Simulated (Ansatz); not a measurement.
# H2Br (doublet): correlated methods under varied settings at distance Br1–H2 along a hydrogen transfer = 1.695 Å

Aim: run H2Br (doublet) at one geometry under a spread of methods and options, and see what each costs and gives.

Program: Ansatz 0.2.0, Gaussian basis. Level of theory: the settings change from run to run. These are calculated values, not measurements.

6 further runs of the same task are left out: 5 that didn't finish, 1 set aside as unsound or not needed.

## Step 1: The geometry

The geometry derives from fragments relaxed apart (PBE0/def2-TZVP) and kept rigid, so it is no stationary point. A hydrogen atom is moved between rigid fragments. No spin-orbit coupling is included. The filled d shell of Br may be among the frozen orbitals whatever the setting's name suggests; the logs give the count.

3 atoms, charge 0, spin multiplicity 2.

Atoms are counted from 1 here; the program's logs count them from 0.

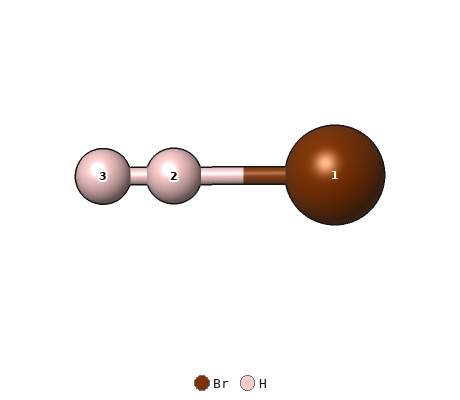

The structure; bromine brown, hydrogen pink; atoms are numbered from 1 in the order of the file.

## Step 2: CASSCF(1,2)/6-31G

File in.yaml:

```yaml
crystal:
  periodic: [false, false, false]
  atoms:
    - {symbol: Br, position_ang: [0.000000, 0.000000, -1.378333]}
    - {symbol: H, position_ang: [0.000000, 0.000000, 0.316667]}
    - {symbol: H, position_ang: [0.000000, 0.000000, 1.061667]}
basis:
  gaussian: {orbitals: 6-31G}
magnetization: {spin_polarized: false, initial_magnetization: 1}
correlation: {active_space: {window: {electrons: 1, orbitals: 2}}}
accuracy: high
```

On the command line:

```console
ansatz run in.yaml --threads 1 --pin off --events-out ev --progress --plain --max-ram 2393MiB
```

What it wrote:

```text
Functional definition: HF
  name "HF"
  cite "Fock, Z. Phys. 61, 126 (1930) doi:10.1007/BF01340294"
  parent pbe
  exchange = exact_x
  correlation = 0
486 factors; integrals over basis functions are off by at most 4.7e-9 eV
mean field evaluation 1: about -70017.7393 eV, gradient 8.4e0 eV
mean field evaluation 2: about -70017.7431 eV, gradient 8.4e0 eV
mean field evaluation 4: about -70018.3015 eV, gradient 1.3e0 eV
mean field evaluation 8: about -70018.3314 eV, gradient 1.2e-3 eV
mean field evaluation 16: about -70017.3205 eV, gradient 1.0e-1 eV
mean field evaluation 32: about -70018.2451 eV, gradient 1.2e0 eV
mean field -70018.33140127 eV, -2573.1262188671 hartree, gradient 1.7e-8 eV, S^2 0.750000; 7 other end points of the search recorded, 0 dependent functions left out
reference -70018.33140127 eV, -2573.1262188671 hartree; 19, 18 occupied and 14, 15 virtual orbitals, 486 factors
state -70018.33140127 eV, -2573.1262188670 hartree
Total energy: -70018.33140127 eV, -2573.1262188670 hartree
```

It took 0.87 s on 1 thread of AMD EPYC 7R43, shared host.

From the report: 2 determinants; active occupations 1.00, 0.00. With so small a space the active step adds no correlation: the energy is the mean field's.

## Step 3: CCSD(T) on UHF/6-31G

File in.yaml:

```yaml
crystal:
  periodic: [false, false, false]
  atoms:
    - {symbol: Br, position_ang: [0.000000, 0.000000, -1.378333]}
    - {symbol: H, position_ang: [0.000000, 0.000000, 0.316667]}
    - {symbol: H, position_ang: [0.000000, 0.000000, 1.061667]}
basis:
  gaussian: {orbitals: 6-31G}
magnetization: {spin_polarized: true, initial_magnetization: 1}
correlation: {method: ccsd_t, electrons: valence}
scf: {omitted_lower_state_checks: [cluster_reference]}
```

Same command.

What it wrote, cut to the lines that bear on the results:

```text
Functional definition: HF
  name "HF"
  cite "Fock, Z. Phys. 61, 126 (1930) doi:10.1007/BF01340294"
  parent pbe
[...]
323 factors; integrals over basis functions are off by at most 1.0e-3 eV
[...]
mean field -70018.45627119 eV, -2573.1308077521 hartree, gradient 1.7e-6 eV, S^2 0.766373; 8 other end points of the search recorded, 0 dependent functions left out
9 core orbitals not correlated: weight in the atoms' cores, before any rotation towards them, 1.000 or more for the frozen orbitals, at most 0.000 for the correlated occupied ones
reference -70018.45627119 eV, -2573.1308077521 hartree; 10, 9 occupied and 14, 15 virtual orbitals, 323 factors
second order -4.91436060 eV of doubles, -0.00000000 eV of singles
cycle   1  -4.87600745 eV  change    3.8e-2 eV  update   3.8e-2
[...]
cycle   8  -5.02287173 eV  change   -1.3e-5 eV  update   1.8e-5
perturbative correction -0.03241699 eV, -0.0011913023 hartree
Total energy: -70023.51155992 eV, -2573.3165861860 hartree
Checks for a lower state left out: cluster_reference
```

Run time: 1.1 s. Hardware: 1 thread of AMD EPYC 7R43, shared host.

From the report: ⟨S²⟩ of the determinant 0.766 (pure doublet: 0.75); correlation -5.0553 eV; T1 0.006; largest double amplitude 0.06.

## Step 4: NEVPT4(SD)(1,2)/def2-SVP

File in.yaml:

```yaml
crystal:
  periodic: [false, false, false]
  atoms:
    - {symbol: Br, position_ang: [0.000000, 0.000000, -1.378333]}
    - {symbol: H, position_ang: [0.000000, 0.000000, 0.316667]}
    - {symbol: H, position_ang: [0.000000, 0.000000, 1.061667]}
basis:
  gaussian: {orbitals: def2-SVP}
magnetization: {spin_polarized: false, initial_magnetization: 1}
correlation: {method: fic_nevpt4_sd, electrons: outside_noble_gas, active_space: {window: {electrons: 1, orbitals: 2}}}
accuracy: high
```

Launched as before.

What it wrote, cut to the lines that bear on the results:

```text
Functional definition: HF
  name "HF"
  cite "Fock, Z. Phys. 61, 126 (1930) doi:10.1007/BF01340294"
  parent pbe
[...]
656 factors; integrals over basis functions are off by at most 4.7e-9 eV
[...]
mean field -70019.53224064 eV, -2573.1703489001 hartree, gradient 6.5e-8 eV, S^2 0.750000; 9 other end points of the search recorded, 0 dependent functions left out
reference -70019.53224064 eV, -2573.1703489001 hartree; 19, 18 occupied and 23, 24 virtual orbitals, 656 factors
state -70019.53224064 eV, -2573.1703489001 hartree
state -70019.53224064 eV, -2573.1703489001 hartree; corrected -70023.98360772 eV, -2573.3339336230 hartree
WARN: 1 active orbitals are nearly empty or full. The corrections depend on them more than the energy does, and are more stable in an active space without them
Total energy: -70023.98360772 eV, -2573.3339336230 hartree
```

Wall time 2.1 s (1 thread of AMD EPYC 7R43, shared host).

From the report: 2 determinants; active occupations 1.00, 0.00. The report marks this result as in doubt.

## Step 5: NEVPT2(5,5)/6-31G

File in.yaml:

```yaml
crystal:
  periodic: [false, false, false]
  atoms:
    - {symbol: Br, position_ang: [0.000000, 0.000000, -1.378333]}
    - {symbol: H, position_ang: [0.000000, 0.000000, 0.316667]}
    - {symbol: H, position_ang: [0.000000, 0.000000, 1.061667]}
basis:
  gaussian: {orbitals: 6-31G}
magnetization: {spin_polarized: false, initial_magnetization: 1}
correlation: {method: sc_nevpt2, electrons: valence, active_space: {window: {electrons: 5, orbitals: 5}, states: [{multiplicity: 2, weights: [1, 0.5, 1]}], root: 1}}
scf: {lower_state_search: off}
output: {forces: true}
```

Same command.

What it wrote, cut to the lines that bear on the results:

```text
Functional definition: HF
  name "HF"
  cite "Fock, Z. Phys. 61, 126 (1930) doi:10.1007/BF01340294"
  parent pbe
[...]
493 factors; integrals over basis functions are off by at most 1.2e-7 eV
[...]
mean field -70018.33140124 eV, -2573.1262188661 hartree, gradient 4.5e-6 eV, S^2 0.750000; 0 other end points of the search recorded, 0 dependent functions left out
reference -70018.33140124 eV, -2573.1262188661 hartree; 19, 18 occupied and 14, 15 virtual orbitals, 493 factors
state -70018.55396903 eV, -2573.1343980814 hartree
state -70017.43692152 eV, -2573.0933473425 hartree
state -70017.43692152 eV, -2573.0933473425 hartree
state -70018.55396903 eV, -2573.1343980814 hartree; corrected -70023.38966381 eV, -2573.3121065870 hartree
state -70017.43692152 eV, -2573.0933473425 hartree; corrected -70022.20416759 eV, -2573.2685404041 hartree
state -70017.43692152 eV, -2573.0933473425 hartree; corrected -70022.20416759 eV, -2573.2685404041 hartree
an earlier search ended where averaged states of different weights were degenerate, so these states were given the mean of their weights and the orbitals were optimised with it
[...]
Total energy: -70022.20416759 eV, -2573.2685404041 hartree
Atom 0 at     0.000000     0.000000    -1.378333 Å, force    -0.000000    -0.000000    -5.949513 eV/Å
Atom 1 at     0.000000     0.000000     0.316667 Å, force     0.000000     0.000000     4.584688 eV/Å
Atom 2 at     0.000000     0.000000     1.061667 Å, force     0.000000     0.000000     1.364825 eV/Å
Dipole moment:    -0.000000    -0.000000    -0.092231 e Å
Checks for a lower state left out: stability, starts, cluster_reference, orbital_swaps, neighbouring_geometries, increment
```

Run time: 2.7 s. Hardware: 1 thread of AMD EPYC 7R43, shared host.

From the report: 28 determinants; active occupations (of the averaged states) 1.70, 1.70, 1.60, 0.00, 0.00.

## Step 6: BCCD on ROHF/cc-pVDZ

File in.yaml:

```yaml
crystal:
  periodic: [false, false, false]
  atoms:
    - {symbol: Br, position_ang: [0.000000, 0.000000, -1.378333]}
    - {symbol: H, position_ang: [0.000000, 0.000000, 0.316667]}
    - {symbol: H, position_ang: [0.000000, 0.000000, 1.061667]}
basis:
  gaussian: {orbitals: cc-pVDZ}
magnetization: {spin_polarized: false, initial_magnetization: 1}
correlation: {method: bccd, electrons: valence}
scf: {omitted_lower_state_checks: [cluster_reference]}
```

Same command.

What it wrote, cut to the lines that bear on the results:

```text
Functional definition: HF
  name "HF"
  cite "Fock, Z. Phys. 61, 126 (1930) doi:10.1007/BF01340294"
  parent pbe
[...]
401 factors; integrals over basis functions are off by at most 1.3e-3 eV
[...]
mean field -70027.32332476 eV, -2573.4566659605 hartree, gradient 1.3e-6 eV, S^2 0.750000; 7 other end points of the search recorded, 0 dependent functions left out
9 core orbitals not correlated: weight in the atoms' cores, before any rotation towards them, 1.000 or more for the frozen orbitals, at most 0.000 for the correlated occupied ones
reference -70027.32332476 eV, -2573.4566659605 hartree; 10, 9 occupied and 18, 19 virtual orbitals, 401 factors
second order -3.96260102 eV of doubles, -0.09553043 eV of singles
cycle   1  -4.45973026 eV  change   -4.0e-1 eV  update   4.3e-2
[...]
cycle   8  -4.57877851 eV  change    1.2e-5 eV  update   1.9e-5
Total energy: -70031.90210327 eV, -2573.6249329672 hartree
Checks for a lower state left out: cluster_reference
```

Wall time 0.99 s (1 thread of AMD EPYC 7R43, shared host).

From the report: correlation -4.5788 eV; largest double amplitude 0.05.

## Step 7: BCCD on UHF/def2-mTZVP

File in.yaml:

```yaml
crystal:
  periodic: [false, false, false]
  atoms:
    - {symbol: Br, position_ang: [0.000000, 0.000000, -1.378333]}
    - {symbol: H, position_ang: [0.000000, 0.000000, 0.316667]}
    - {symbol: H, position_ang: [0.000000, 0.000000, 1.061667]}
basis:
  gaussian: {orbitals: def2-mTZVP}
magnetization: {spin_polarized: true, initial_magnetization: 1}
correlation: {method: bccd, electrons: outside_noble_gas}
output: {forces: true}
```

Same command.

What it wrote, cut to the lines that bear on the results:

```text
Functional definition: HF
  name "HF"
  cite "Fock, Z. Phys. 61, 126 (1930) doi:10.1007/BF01340294"
  parent pbe
[...]
393 factors; integrals over basis functions are off by at most 1.2e-3 eV
[...]
mean field -70028.20759145 eV, -2573.4891621618 hartree, gradient 2.0e-6 eV, S^2 0.772121; 7 other end points of the search recorded, 0 dependent functions left out
determinant -70028.20759145 eV, -2573.4891621618 hartree, with singles and doubles -70032.33000371 eV, -2573.6406580181 hartree
determinant -70027.13186944 eV, -2573.4496301070 hartree, with singles and doubles -70031.15457425 eV, -2573.5974617821 hartree
14 core orbitals not correlated: weight in the atoms' cores, before any rotation towards them, 1.000 or more for the frozen orbitals, at most 0.000 for the correlated occupied ones
reference -70028.20759145 eV, -2573.4891621618 hartree; 5, 4 occupied and 23, 24 virtual orbitals, 393 factors
second order -3.56502096 eV of doubles, -0.00000000 eV of singles
cycle   1  -4.12161421 eV  change   -2.7e-1 eV  update   1.3e-2
[...]
cycle  10  -4.13277462 eV  change    5.4e-7 eV  update   4.7e-7
[...]
Total energy: -70032.34036607 eV, -2573.6410388279 hartree
Atom 0 at     0.000000     0.000000    -1.378333 Å, force     0.000000     0.000000    -2.144146 eV/Å
Atom 1 at     0.000000     0.000000     0.316667 Å, force     0.000000     0.000000     0.340979 eV/Å
Atom 2 at     0.000000     0.000000     1.061667 Å, force     0.000000    -0.000000     1.803167 eV/Å
Dipole moment:    -0.000000     0.000000     0.200836 e Å
```

Wall time 2 s (1 thread of AMD EPYC 7R43, shared host).

From the report: ⟨S²⟩ of the determinant 0.772 (pure doublet: 0.75); correlation -4.1328 eV; largest double amplitude 0.06.

## Step 8: MRCISD+Q(relaxed)(1,8)/6-31G

File in.yaml:

```yaml
crystal:
  periodic: [false, false, false]
  atoms:
    - {symbol: Br, position_ang: [0.000000, 0.000000, -1.378333]}
    - {symbol: H, position_ang: [0.000000, 0.000000, 0.316667]}
    - {symbol: H, position_ang: [0.000000, 0.000000, 1.061667]}
basis:
  gaussian: {orbitals: 6-31G}
magnetization: {spin_polarized: false, initial_magnetization: 1}
correlation: {method: fic_mrcisd_q_relaxed, electrons: outside_noble_gas, active_space: {window: {electrons: 1, orbitals: 8}}}
accuracy: high
```

Launched as before.

What it wrote, cut to the lines that bear on the results:

```text
Functional definition: HF
  name "HF"
  cite "Fock, Z. Phys. 61, 126 (1930) doi:10.1007/BF01340294"
  parent pbe
[...]
486 factors; integrals over basis functions are off by at most 4.7e-9 eV
[...]
mean field -70018.33140127 eV, -2573.1262188671 hartree, gradient 1.7e-8 eV, S^2 0.750000; 7 other end points of the search recorded, 0 dependent functions left out
reference -70018.33140127 eV, -2573.1262188671 hartree; 19, 18 occupied and 14, 15 virtual orbitals, 486 factors
state -70018.33140127 eV, -2573.1262188671 hartree
contracted CI cycle   1: correlation 0.00000000 eV, 0.0000000000 hartree, residual 1.09e1 eV
contracted CI cycle   2: correlation -1.57982841 eV, -0.0580576233 hartree, residual 2.47e0 eV
contracted CI cycle   3: correlation -1.68180394 eV, -0.0618051547 hartree, residual 5.49e-1 eV
contracted CI cycle   4: correlation -1.68841175 eV, -0.0620479875 hartree, residual 1.91e-1 eV
contracted CI cycle   5: correlation -1.68912008 eV, -0.0620740182 hartree, residual 5.69e-2 eV
contracted CI cycle   6: correlation -1.68919447 eV, -0.0620767517 hartree, residual 2.34e-2 eV
contracted CI cycle   7: correlation -1.68920542 eV, -0.0620771544 hartree, residual 7.42e-3 eV
contracted CI cycle   8: correlation -1.68920619 eV, -0.0620771824 hartree, residual 1.40e-3 eV
contracted CI cycle   9: correlation -1.68920622 eV, -0.0620771835 hartree, residual 3.05e-4 eV
contracted CI cycle  10: correlation -1.68920622 eV, -0.0620771835 hartree, residual 6.96e-5 eV
contracted CI cycle  11: correlation -1.68920622 eV, -0.0620771835 hartree, residual 1.67e-5 eV
contracted CI cycle  12: correlation -1.68920622 eV, -0.0620771835 hartree, residual 4.76e-6 eV
contracted CI cycle  13: correlation -1.68920622 eV, -0.0620771835 hartree, residual 1.21e-6 eV
state -70018.33140127 eV, -2573.1262188671 hartree; corrected -70020.08262941 eV, -2573.1905753142 hartree
WARN: 7 active orbitals are nearly empty or full. The corrections depend on them more than the energy does, and are more stable in an active space without them
Total energy: -70020.08262941 eV, -2573.1905753142 hartree
```

Wall time 3 s (1 thread of AMD EPYC 7R43, shared host).

From the report: 6 determinants; active occupations 1.00, 0.00, 0.00, 0.00, 0.00, 0.00, 0.00, 0.00. The report marks this result as in doubt.

## Step 9: NEVPT4(SD)(3,5)/def2-SVP

File in.yaml:

```yaml
crystal:
  periodic: [false, false, false]
  atoms:
    - {symbol: Br, position_ang: [0.000000, 0.000000, -1.378333]}
    - {symbol: H, position_ang: [0.000000, 0.000000, 0.316667]}
    - {symbol: H, position_ang: [0.000000, 0.000000, 1.061667]}
basis:
  gaussian: {orbitals: def2-SVP}
magnetization: {spin_polarized: false, initial_magnetization: 1}
correlation: {method: fic_nevpt4_sd, electrons: outside_noble_gas, active_space: {window: {electrons: 3, orbitals: 5}}}
accuracy: high
```

Launched as before.

What it wrote, cut to the lines that bear on the results:

```text
Functional definition: HF
  name "HF"
  cite "Fock, Z. Phys. 61, 126 (1930) doi:10.1007/BF01340294"
  parent pbe
[...]
656 factors; integrals over basis functions are off by at most 4.7e-9 eV
[...]
mean field -70019.53224064 eV, -2573.1703489001 hartree, gradient 6.5e-8 eV, S^2 0.750000; 9 other end points of the search recorded, 0 dependent functions left out
reference -70019.53224064 eV, -2573.1703489001 hartree; 19, 18 occupied and 23, 24 virtual orbitals, 656 factors
state -70020.38134418 eV, -2573.2015528797 hartree
state -70020.38134418 eV, -2573.2015528797 hartree; corrected -70023.98448166 eV, -2573.3339657398 hartree
state -70020.32560288 eV, -2573.1995044244 hartree
state -70020.32560288 eV, -2573.1995044244 hartree; corrected -70023.97726711 eV, -2573.3337006099 hartree
state -70020.38134418 eV, -2573.2015528797 hartree; corrected -70023.98448166 eV, -2573.3339657398 hartree
state -70020.02717506 eV, -2573.1885374043 hartree
state -70020.02717506 eV, -2573.1885374043 hartree; corrected -70023.94353561 eV, -2573.3324609999 hartree
state -70020.38134418 eV, -2573.2015528797 hartree; corrected -70023.98448166 eV, -2573.3339657398 hartree
[...]
Total energy: -70023.98448166 eV, -2573.3339657398 hartree
```

It took 8.5 s on 1 thread of AMD EPYC 7R43, shared host.

From the report: 28 determinants; active occupations 1.97, 1.00, 0.02, 0.01, 0.00.

## Step 10: All runs side by side

Where basis and cores are those of an earlier FCI/6-31G run (-70020.0805 eV), and the state is the same kind, the miss against it is given. † marks a result that the program doubts.

| level | correlated | functions | energy (eV) | from FCI (meV) | time |
| --- | --- | --- | --- | --- | --- |
| CASSCF(1,2)/6-31G |  | 33 | -70018.3314 | 1749.1 | 0.87 s |
| CCSD(T) on UHF/6-31G | valence | 33 | -70023.5116 |  | 1.1 s |
| NEVPT4(SD)(1,2)/def2-SVP † | outside noble gas | 42 | -70023.9836 |  | 2.1 s |
| NEVPT2(5,5)/6-31G (excited root 1 of an average) | valence | 33 | -70022.2042 |  | 2.7 s |
| BCCD on ROHF/cc-pVDZ | valence | 37 | -70031.9021 |  | 0.99 s |
| BCCD on UHF/def2-mTZVP | outside noble gas | 42 | -70032.3404 |  | 2 s |
| MRCISD+Q(relaxed)(1,8)/6-31G † | outside noble gas | 33 | -70020.0826 | -2.2 | 3 s |
| NEVPT4(SD)(3,5)/def2-SVP | outside noble gas | 42 | -70023.9845 |  | 8.5 s |

## Step 11: What came out

```
quantity                            value
    runs                                8
quickest        CASSCF(1,2)/6-31G, 0.87 s
 slowest  NEVPT4(SD)(3,5)/def2-SVP, 8.5 s
```

**Reading.** Total energies in different bases, with other cores or another treatment of relativity can't be set against each other. NEVPT4(SD)(3,5)/def2-SVP took 10 times as long as CASSCF(1,2)/6-31G; the jobs differ in more than the method. Hartree-Fock, CASSCF and CASCI lack dynamic correlation by design.
